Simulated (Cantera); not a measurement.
Feed: 1 mol LiOH, 0.38 mol H₂O, at 1.00 Torr.

Cantera equilibrium calculation (NASA polynomials, part measured and part estimated; ideal gas, pure solids and liquids). Candidate condensed phases: H₂O, Li, LiH, LiOH, Li₂O; 17 gas species. Kinetics and transport are ignored.

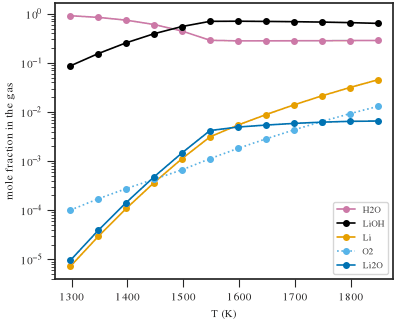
Figure: Equilibrium gas composition (values under 1e-9 drawn at 1e-9)

Task: Read off the mole fractions at 1598 K.

Result: LiOH about 0.71, H₂O about 0.28, Li about 0.0054, Li₂O about 0.0049, O₂ about 0.0018.
